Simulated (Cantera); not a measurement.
Charge: 1 mol Cu, 19 mol CO, at 0.00240 bar.

These are equilibrium values from Cantera (NASA tables, ideal gas, pure condensed phases), not measurements of a reactor. Candidate condensed phases: C, Cu, CuO, Cu₂O; 15 gas species. Equilibrium is a limit: real reactors are often held back by kinetics, nucleation or transport.

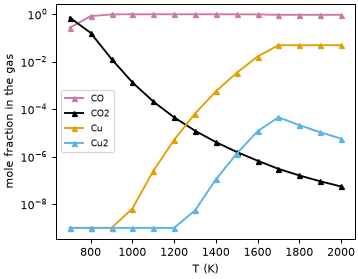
*Equilibrium gas composition (values under 1e-9 drawn at 1e-9)*

Problem. Read off the mole fractions at 1800 K.

Solution. CO about 0.95, Cu about 0.050, Cu₂ about 2.1e-5, CO₂ about 1.6e-7.
